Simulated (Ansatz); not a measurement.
# Cl₃FH₂STi: what the fields show

Input

```
crystal:
  periodic: [false, false, false]
  atoms:
    - { symbol: Ti, position_ang: [-0.655745, -0.08446, -0.49811] }
    - { symbol: F, position_ang: [-0.105851, 1.067263, 2.244535] }
    - { symbol: Cl, position_ang: [1.121642, -1.079102, 0.22266] }
    - { symbol: Cl, position_ang: [-0.409616, 2.011513, -0.914749] }
    - { symbol: Cl, position_ang: [-1.216282, -1.090682, -2.318984] }
    - { symbol: S, position_ang: [-2.530621, -0.42339, 0.909643] }
    - { symbol: H, position_ang: [-2.606254, -1.729653, 0.555727] }
    - { symbol: H, position_ang: [-0.726871, 0.455712, 2.558978] }
basis:
  gaussian: { orbitals: def2-SVP }
hamiltonian:
  xc: pbe0
  dispersion: d4
relax:
  f_tol: 0.03
  max_steps: 50
output:
  orbitals: {}
```

Launched as:

```sh
ansatz run input.yaml --threads 4 --pin off --max-ram 5120MiB --backend cpu --events-out ev --progress --plain --runs-dir out
```

The fields are those of the run's last geometry, not of the input's.

All numbers below come from Ansatz, RKS PBE0-D4/def2-SVP.

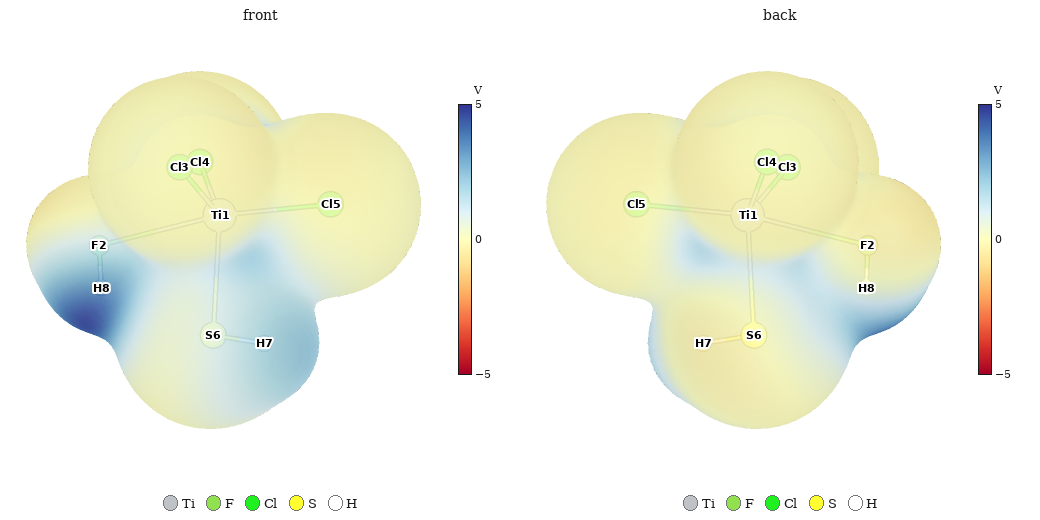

Figure 1. The molecular electrostatic potential painted on the density surface at 0.004 e/bohr³, seen from the front and from behind; the colour scale runs from red (negative) to blue (positive).

### Describe the electrostatic potential map.

The most negative region (about −0.5 V) lies over F2 and S6, the most positive (about +4.3 V) over H8.

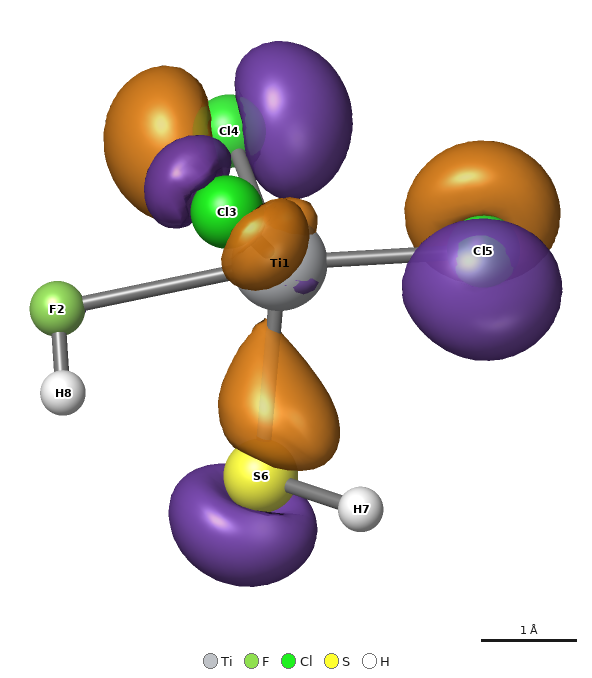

Figure 2. The HOMO−1 at ±0.15 Å⁻³ᐟ² (orange and purple are the two phases), seen across its widest extent.

### Where does this orbital lie, and at what energy?

It lies mainly on Cl4 (about 30 %), Cl5 (about 30 %), S6 (about 20 %), Cl3 (about 10 %) and Ti1 (about 10 %); largely a combination of lone pairs on Cl4, Cl5, S6 and Cl3. Its energy is −9.07 eV.

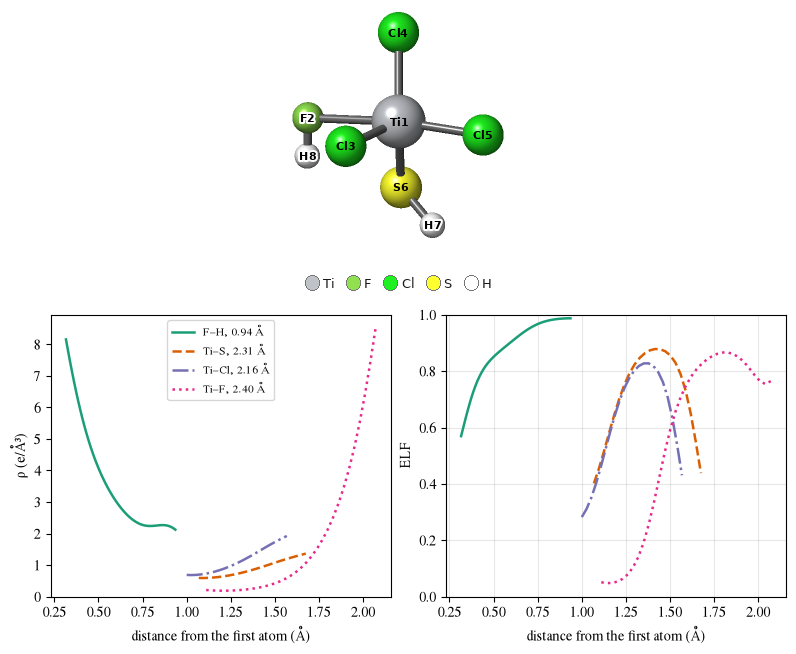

Figure 3. Electron density and electron localisation function along straight lines between neighbouring atoms. The curves leave out the atomic cores. The structure is drawn too.

### What can be read from the curves?

F–H (0.94 Å): ρ is about 4.5 e/Å³ halfway; the ELF climbs to about 1 towards the hydrogen, as it does in any bond to H: an ordinary covalent bond to hydrogen.
Ti–S (2.31 Å): ρ is about 0.61 e/Å³ halfway; the ELF peaks at about 0.90 in the valence shell of S, 0.9 Å from its nucleus, and is about 0.60 at the midpoint.
Ti–Cl (2.16 Å): the density is about 0.7 e/Å³ at the midpoint; the ELF peaks at about 0.85 in the valence shell of Cl, 0.8 Å from its nucleus, and is about 0.40 at the midpoint.
Ti–F (2.40 Å): the density is about 0.19 e/Å³ at the midpoint; the ELF is about 0.05 at the midpoint.
